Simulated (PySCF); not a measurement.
# Geometry relaxation of C2H5Al (charge +1) (part 1 of 3)

System: C2H5Al, charge +1, multiplicity 2.
Method: HF/6-31G*, UHF (PySCF 2.14.0).

The atoms were displaced at random from an optimised geometry. The geometry is that of the parent species in another charge or spin state.

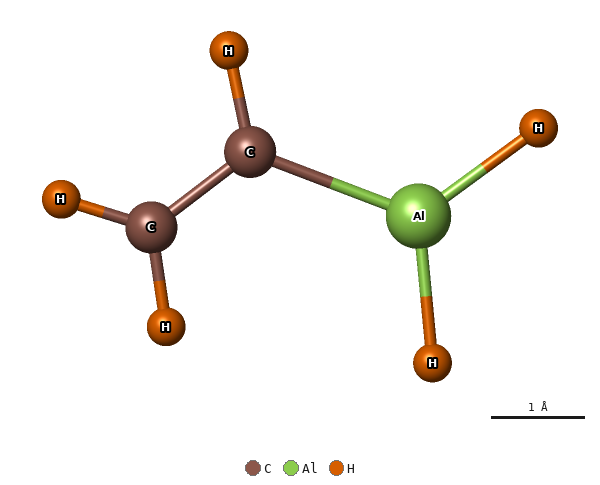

Figure 1. The starting structure (ball-and-stick view, seen on its broad side). Sticks mark near contacts.

Input file (input.py):
```python
import numpy
from pyscf import gto, scf, symm
from pyscf.hessian import thermo
from pyscf.geomopt.geometric_solver import kernel as optimise

system = gto.Mole()
system.atom = '''
C     -2.026939     1.617749    -0.631964
C      0.299576     1.217146     0.302755
Al     1.749968    -2.166170     0.510931
H     -3.097405     0.009881    -1.342223
H     -2.861525     3.341633    -0.837816
H      1.375522     2.953924     0.848340
H      4.540806    -2.704472     1.590788
H      0.008723    -4.431328    -0.446081
'''
system.verbose = 3
system.unit = 'bohr'
system.spin = 1
system.basis = '6-31g*'
system.charge = 1
system.max_memory = 1860
system.build()

mf = scf.UHF(system)
mf.conv_tol = 1e-10
mf = mf.newton()
converged, mol_eq = optimise(mf, maxsteps=80)
print('converged:', converged)
print(mol_eq.tostring())

mf.reset(mol_eq)
system = mol_eq
mf.kernel()
etot = mf.e_tot
print('E = %.10f Eh' % etot)
hess = mf.Hessian().kernel()
modes = thermo.harmonic_analysis(system, hess)
print('frequencies (1/cm)', numpy.round(modes['freq_wavenumber'], 1))
symm.geom.TOLERANCE = 1e-3  # for the symmetry number
th = thermo.thermo(mf, modes['freq_au'], 298.15, 101325)
thermo.dump_thermo(system, th)
```

Launched with:
```bash
OMP_NUM_THREADS=1 python input.py
```

What the program printed:
```
#|     Arguments passed to driver run_optimizer():      |#
customengine              <pyscf.geomopt.geometric_solver.PySCFEngine object>
maxiter                   80
----------------------------------------------------------
Custom engine selected.
Bonds will be generated from interatomic distances less than 1.20 times sum of covalent radii
24 internal coordinates being used (instead of 24 Cartesians)
Internal coordinate system (atoms numbered from 1):
Distance 1-2
Distance 1-4
Distance 1-5
Distance 2-3
Distance 2-6
Distance 3-7
Distance 3-8
Angle 2-1-5
Angle 4-1-5
Angle 1-2-6
Angle 3-2-6
Angle 2-3-8
Angle 7-3-8
Out-of-Plane 1-2-4-5
Out-of-Plane 2-1-3-6
Out-of-Plane 3-2-7-8
Dihedral 4-1-2-3
Dihedral 4-1-2-6
Dihedral 5-1-2-3
Dihedral 5-1-2-6
Dihedral 1-2-3-7
Dihedral 1-2-3-8
Dihedral 6-2-3-7
Dihedral 6-2-3-8
Translation-X 1-8
Translation-Y 1-8
Translation-Z 1-8
Rotation-A 1-8
Rotation-B 1-8
Rotation-C 1-8
<class 'geometric.internal.Distance'> : 7
<class 'geometric.internal.Angle'> : 6
<class 'geometric.internal.OutOfPlane'> : 3
<class 'geometric.internal.Dihedral'> : 8
<class 'geometric.internal.TranslationX'> : 1
<class 'geometric.internal.TranslationY'> : 1
<class 'geometric.internal.TranslationZ'> : 1
<class 'geometric.internal.RotationA'> : 1
<class 'geometric.internal.RotationB'> : 1
<class 'geometric.internal.RotationC'> : 1
> ===== Optimization Info: ====
> Job type: Energy minimization
> Maximum number of optimization cycles: 80
> Initial / maximum trust radius (Angstrom): 0.100 / 0.300
> Convergence Criteria:
> Will converge when all 5 criteria are reached:
>  |Delta-E| < 1.00e-06
>  RMS-Grad  < 3.00e-04
>  Max-Grad  < 4.50e-04
>  RMS-Disp  < 1.20e-03
>  Max-Disp  < 1.80e-03
> === End Optimization Info ===

Geometry optimization cycle 1
Cartesian coordinates (Angstrom)
 Atom        New coordinates             dX        dY        dZ
   C  -1.072610   0.856076  -0.334421    0.000000  0.000000  0.000000
   C   0.158529   0.644086   0.160211    0.000000  0.000000  0.000000
  Al   0.926043  -1.146288   0.270373    0.000000  0.000000  0.000000
   H  -1.639076   0.005229  -0.710274    0.000000  0.000000  0.000000
   H  -1.514254   1.768316  -0.443353    0.000000  0.000000  0.000000
   H   0.727895   1.563149   0.448922    0.000000  0.000000  0.000000
   H   2.402891  -1.431145   0.841809    0.000000  0.000000 -0.000000
   H   0.004616  -2.344958  -0.236056    0.000000  0.000000  0.000000

WARN: HOMO -0.285301247786744 >= LUMO -0.285301247786744

converged SCF energy = -320.182282785628  <S^2> = 0.75419599  2S+1 = 2.0041916
--------------- SecondOrderUHF_Scanner gradients ---------------
         x                y                z
0 C     0.0544323908     0.0442546854     0.0334558958
1 C    -0.0703484465    -0.0408767072    -0.0319000607
2 Al    -0.0305966203     0.0546996055    -0.0089773462
3 H    -0.0002931514    -0.0080126150    -0.0029139755
4 H     0.0215583252    -0.0480830215     0.0009205052
5 H     0.0118885835     0.0206099962     0.0056908352
6 H     0.0120140174    -0.0103533338     0.0040657247
7 H     0.0013449014    -0.0122386096    -0.0003415786
----------------------------------------------
cycle 1: E = -320.182282786  dE = -320.182  norm(grad) = 0.146818
Step    0 : Gradient = 5.191e-02/8.739e-02 (rms/max) Energy = -320.1822827856
Hessian Eigenvalues: 2.30000e-02 2.30000e-02 2.56113e-02 ... 3.49190e-01 4.44386e-01 5.64017e-01

Geometry optimization cycle 2
Cartesian coordinates (Angstrom)
 Atom        New coordinates             dX        dY        dZ
   C  -1.119905   0.880467  -0.356430   -0.047295  0.024391 -0.022009
   C   0.156313   0.596565   0.148801   -0.002216 -0.047521 -0.011410
  Al   0.980699  -1.225399   0.285683    0.054656 -0.079111  0.015310
   H  -1.771767   0.112890  -0.751657   -0.132691  0.107661 -0.041383
   H  -1.508034   1.867822  -0.424078    0.006219  0.099506  0.019275
   H   0.724032   1.485752   0.436724   -0.003862 -0.077397 -0.012198
   H   2.446235  -1.374308   0.871488    0.043344  0.056837  0.029679
   H   0.086460  -2.429323  -0.213320    0.081844 -0.084365  0.022736
converged SCF energy = -320.196350005041  <S^2> = 0.75420688  2S+1 = 2.0042025
--------------- SecondOrderUHF_Scanner gradients ---------------
         x                y                z
0 C     0.0122851509     0.0084372343     0.0104097899
1 C    -0.0069488616    -0.0219371477    -0.0030770756
2 Al    -0.0162298754     0.0325635569    -0.0049621637
3 H    -0.0045360243     0.0006832988    -0.0033922921
4 H     0.0021508374    -0.0118122896    -0.0029245840
5 H     0.0045046670     0.0071614708     0.0014769262
6 H     0.0070694991    -0.0070511235     0.0023369496
7 H     0.0017046069    -0.0080450000     0.0001324496
----------------------------------------------
cycle 2: E = -320.196350005  dE = -0.0140672  norm(grad) = 0.0514753
Step    1 : Displace = 1.018e-01/1.758e-01 (rms/max) Trust = 1.000e-01 (=) Grad = 1.820e-02/3.672e-02 (rms/max) E (change) = -320.1963500050 (-1.407e-02) Quality = 0.905
Hessian Eigenvalues: 2.30000e-02 2.30122e-02 2.56196e-02 ... 3.48630e-01 4.53698e-01 6.29052e-01

Geometry optimization cycle 3
Cartesian coordinates (Angstrom)
 Atom        New coordinates             dX        dY        dZ
   C  -1.114479   0.905978  -0.370489    0.005426  0.025511 -0.014059
   C   0.177319   0.606485   0.133543    0.021006  0.009919 -0.015258
  Al   0.968000  -1.304076   0.278081   -0.012700 -0.078677 -0.007602
   H  -1.696740   0.072657  -0.719269    0.075027 -0.040233  0.032388
   H  -1.541811   1.900128  -0.402941   -0.033776  0.032306  0.021137
   H   0.747130   1.466369   0.436952    0.023097 -0.019383  0.000228
   H   2.395834  -1.273423   0.877178   -0.050401  0.100885  0.005690
   H   0.058781  -2.459651  -0.235845   -0.027680 -0.030328 -0.022526
converged SCF energy = -320.199386215001  <S^2> = 0.75504716  2S+1 = 2.0050408
--------------- SecondOrderUHF_Scanner gradients ---------------
         x                y                z
0 C    -0.0050907806     0.0069025749    -0.0030869596
1 C     0.0092873184    -0.0053760457     0.0038533419
2 Al    -0.0055104648     0.0042103875    -0.0023997003
3 H     0.0066593493    -0.0046930003     0.0037278251
4 H    -0.0024615637     0.0042352853    -0.0009048001
5 H    -0.0035903336    -0.0028231842    -0.0010393747
6 H    -0.0027354098    -0.0003606270    -0.0013132778
7 H     0.0034418848    -0.0020953906     0.0011629454
----------------------------------------------
cycle 3: E = -320.199386215  dE = -0.00303621  norm(grad) = 0.0205158
Step    2 : Displace = 6.599e-02/1.130e-01 (rms/max) Trust = 1.414e-01 (+) Grad = 7.253e-03/1.140e-02 (rms/max) E (change) = -320.1993862150 (-3.036e-03) Quality = 0.740
Hessian Eigenvalues: 2.26755e-02 2.30009e-02 2.53739e-02 ... 3.55876e-01 4.59965e-01 6.23798e-01

Geometry optimization cycle 4
Cartesian coordinates (Angstrom)
 Atom        New coordinates             dX        dY        dZ
   C  -1.126467   0.881023  -0.380374   -0.011988 -0.024954 -0.009886
   C   0.166929   0.586099   0.113551   -0.010391 -0.020385 -0.019993
  Al   1.009802  -1.329897   0.295857    0.041802 -0.025821  0.017775
   H  -1.797478   0.142964  -0.779336   -0.100738  0.070307 -0.060067
   H  -1.492942   1.896141  -0.350720    0.048869 -0.003987  0.052221
   H   0.730182   1.452312   0.418939   -0.016947 -0.014057 -0.018014
   H   2.433116  -1.259876   0.899741    0.037282  0.013547  0.022562
   H   0.070892  -2.454301  -0.220445    0.012111  0.005351  0.015400
converged SCF energy = -320.200579655419  <S^2> = 0.75752683  2S+1 = 2.0075127
--------------- SecondOrderUHF_Scanner gradients ---------------
         x                y                z
0 C    -0.0030465896    -0.0106271420    -0.0033655281
1 C     0.0059558972     0.0089438931     0.0027226654
2 Al     0.0001842408    -0.0026137781    -0.0010519236
3 H    -0.0030658945     0.0036203265     0.0013157741
4 H     0.0020197068     0.0023559310    -0.0007208783
5 H    -0.0015915423    -0.0023645599     0.0012726035
6 H    -0.0027805676     0.0001341567    -0.0012369539
7 H     0.0023247491     0.0005511727     0.0010642409
----------------------------------------------
cycle 4: E = -320.200579655  dE = -0.00119344  norm(grad) = 0.018018
Step    3 : Displace = 6.290e-02/1.367e-01 (rms/max) Trust = 1.414e-01 (=) Grad = 6.370e-03/1.156e-02 (rms/max) E (change) = -320.2005796554 (-1.193e-03) Quality = 0.663
Hessian Eigenvalues: 2.02052e-02 2.30002e-02 2.55700e-02 ... 4.50083e-01 4.62979e-01 6.46750e-01

Geometry optimization cycle 5
Cartesian coordinates (Angstrom)
 Atom        New coordinates             dX        dY        dZ
   C  -1.131805   0.893661  -0.381596   -0.005338  0.012637 -0.001222
   C   0.157941   0.580019   0.103343   -0.008988 -0.006080 -0.010208
  Al   1.025052  -1.322757   0.307718    0.015250  0.007140  0.011861
   H  -1.765716   0.142244  -0.818959    0.031762 -0.000720 -0.039623
   H  -1.530714   1.892264  -0.315217   -0.037772 -0.003877  0.035503
   H   0.727174   1.451586   0.398438   -0.003009 -0.000726 -0.020501
   H   2.464112  -1.296733   0.908813    0.030996 -0.036856  0.009072
   H   0.047990  -2.425819  -0.205328   -0.022902  0.028482  0.015117
converged SCF energy = -320.201369567016  <S^2> = 0.76245068  2S+1 = 2.0124122
--------------- SecondOrderUHF_Scanner gradients ---------------
         x                y                z
0 C    -0.0030877680     0.0023115330    -0.0011062499
1 C     0.0019753055    -0.0031557176    -0.0004360359
2 Al     0.0016487580     0.0008977124    -0.0011783205
3 H    -0.0012460131     0.0000282841     0.0020836429
4 H     0.0010422969     0.0008414988    -0.0025068466
5 H    -0.0016582900     0.0004847892     0.0023490927
6 H     0.0011947940    -0.0012526039     0.0004553146
7 H     0.0001309166    -0.0001554960     0.0003394027
----------------------------------------------
cycle 5: E = -320.201369567  dE = -0.000789912  norm(grad) = 0.00780396
Step    4 : Displace = 3.623e-02/5.263e-02 (rms/max) Trust = 1.414e-01 (=) Grad = 2.759e-03/4.013e-03 (rms/max) E (change) = -320.2013695670 (-7.899e-04) Quality = 1.215
Hessian Eigenvalues: 8.23958e-03 2.30049e-02 2.53589e-02 ... 4.56127e-01 5.46649e-01 6.18819e-01

Geometry optimization cycle 6
Cartesian coordinates (Angstrom)
 Atom        New coordinates             dX        dY        dZ
   C  -1.117122   0.882748  -0.379238    0.014683 -0.010913  0.002358
   C   0.179038   0.606801   0.089523    0.021097  0.026782 -0.013820
  Al   1.014914  -1.304661   0.334942   -0.010138  0.018096  0.027224
   H  -1.623468   0.126713  -0.959467    0.142247 -0.015531 -0.140508
   H  -1.648749   1.792832  -0.173346   -0.118035 -0.099432  0.141871
   H   0.770361   1.487518   0.339417    0.043188  0.035931 -0.059021
   H   2.479302  -1.340796   0.913626    0.015189 -0.044064  0.004814
   H  -0.060242  -2.336689  -0.168245   -0.108232  0.089130  0.037083
converged SCF energy = -320.203536554983  <S^2> = 0.78504415  2S+1 = 2.0347424
--------------- SecondOrderUHF_Scanner gradients ---------------
         x                y                z
0 C    -0.0137595108     0.0165936457    -0.0002876423
1 C     0.0073665376    -0.0166639695     0.0013988984
2 Al     0.0016526152     0.0045255248    -0.0018973506
3 H     0.0018676334    -0.0043113577     0.0014792471
4 H     0.0001059253    -0.0018216821    -0.0043775887
5 H     0.0005801165     0.0048187620     0.0024423558
6 H     0.0060545405    -0.0018111623     0.0022567512
7 H    -0.0038678576    -0.0013297609    -0.0010146709
----------------------------------------------
cycle 6: E = -320.203536555  dE = -0.00216699  norm(grad) = 0.0310571
Step    5 : Displace = 1.207e-01/2.112e-01 (rms/max) Trust = 2.000e-01 (+) Grad = 1.098e-02/2.156e-02 (rms/max) E (change) = -320.2035365550 (-2.167e-03) Quality = 1.749
Hessian Eigenvalues: 2.64668e-03 2.30949e-02 2.61263e-02 ... 4.58927e-01 5.79984e-01 9.10893e-01

Geometry optimization cycle 7
Cartesian coordinates (Angstrom)
 Atom        New coordinates             dX        dY        dZ
   C  -1.086977   0.847145  -0.359189    0.030145 -0.035603  0.020049
   C   0.210658   0.636382   0.019162    0.031620  0.029581 -0.070361
  Al   0.988004  -1.284402   0.401252   -0.026910  0.020259  0.066310
   H  -1.384567   0.334366  -1.266828    0.238902  0.207652 -0.307360
   H  -1.828230   1.404818   0.173776   -0.179481 -0.388014  0.347122
   H   0.846401   1.519273   0.168635    0.076039  0.031755 -0.170782
   H   2.473471  -1.365264   0.948039   -0.005831 -0.024467  0.034412
   H  -0.224725  -2.177852  -0.087635   -0.164483  0.158837  0.080610
converged SCF energy = -320.195251355009  <S^2> = 0.7953534  2S+1 = 2.0448505
--------------- SecondOrderUHF_Scanner gradients ---------------
         x                y                z
0 C    -0.0117465563     0.0200799641     0.0108893107
1 C    -0.0087426655    -0.0230064993     0.0055228761
2 Al     0.0037769897     0.0037592432     0.0070101393
3 H     0.0103884030     0.0031139229    -0.0076486756
4 H    -0.0003591284    -0.0124583494    -0.0007548482
5 H     0.0058187714     0.0083230696    -0.0127834334
6 H     0.0100069602    -0.0017848353     0.0021156439
7 H    -0.0091427740     0.0019734841    -0.0043510128
----------------------------------------------
cycle 7: E = -320.195251355  dE = 0.0082852  norm(grad) = 0.0467582
Step    6 : Displace = 2.754e-01/5.420e-01 (rms/max) Trust = 2.828e-01 (+) Grad = 1.653e-02/2.569e-02 (rms/max) E (change) = -320.1952513550 (+8.285e-03) Quality = -3.040
Rejecting step - quality is lower than -1.0
Hessian Eigenvalues: 2.64668e-03 2.30949e-02 2.61263e-02 ... 4.58927e-01 5.79984e-01 9.10893e-01

Geometry optimization cycle 8
Cartesian coordinates (Angstrom)
 Atom        New coordinates             dX        dY        dZ
   C  -1.093931   0.861499  -0.371105   -0.006954  0.014354 -0.011916
   C   0.202109   0.628521   0.052266   -0.008549 -0.007861  0.033104
  Al   0.991025  -1.294418   0.367127    0.003022 -0.010015 -0.034125
   H  -1.490662   0.194451  -1.124194   -0.106095 -0.139914  0.142634
   H  -1.744495   1.619193   0.020221    0.083736  0.214375 -0.153554
   H   0.817807   1.508696   0.251772   -0.028594 -0.010577  0.083137
   H   2.462143  -1.341107   0.929101   -0.011328  0.024157 -0.018937
   H  -0.149963  -2.262369  -0.127978    0.074762 -0.084517 -0.040343
converged SCF energy = -320.204038801916  <S^2> = 0.7974865  2S+1 = 2.0469358
--------------- SecondOrderUHF_Scanner gradients ---------------
         x                y                z
0 C    -0.0142137057     0.0186463703     0.0037022270
1 C     0.0040420975    -0.0195294874     0.0043456699
2 Al     0.0019441995     0.0042183821     0.0016548417
3 H     0.0056568262    -0.0025754504    -0.0031975006
4 H    -0.0008813725    -0.0055954979    -0.0017874681
5 H     0.0025305367     0.0062390484    -0.0041681347
6 H     0.0068222893    -0.0012552050     0.0017328621
7 H    -0.0059008711    -0.0001481600    -0.0022824973
----------------------------------------------
cycle 8: E = -320.204038802  dE = -0.00878745  norm(grad) = 0.0352473
Step    7 : Displace = 1.400e-01/2.744e-01 (rms/max) Trust = 1.377e-01 (x) Grad = 1.246e-02/2.374e-02 (rms/max) E (change) = -320.2040388019 (-5.022e-04) Quality = 0.231
Hessian Eigenvalues: 1.28219e-02 2.32215e-02 2.77478e-02 ... 4.58803e-01 5.75377e-01 6.10657e-01

Geometry optimization cycle 9
Cartesian coordinates (Angstrom)
 Atom        New coordinates             dX        dY        dZ
   C  -1.082687   0.854685  -0.370576    0.011244 -0.006814  0.000528
   C   0.214587   0.634345   0.044827    0.012478  0.005824 -0.007439
  Al   0.968609  -1.300771   0.338494   -0.022416 -0.006353 -0.028633
   H  -1.548239   0.150159  -1.043120   -0.057577 -0.044292  0.081073
   H  -1.684334   1.678349  -0.026654    0.060160  0.059157 -0.046876
   H   0.821905   1.502342   0.282102    0.004098 -0.006353  0.030331
   H   2.407647  -1.281051   0.937284   -0.054496  0.060055  0.008182
   H  -0.103455  -2.323593  -0.165145    0.046508 -0.061224 -0.037167
converged SCF energy = -320.206204268269  <S^2> = 0.79539211  2S+1 = 2.0448884
```
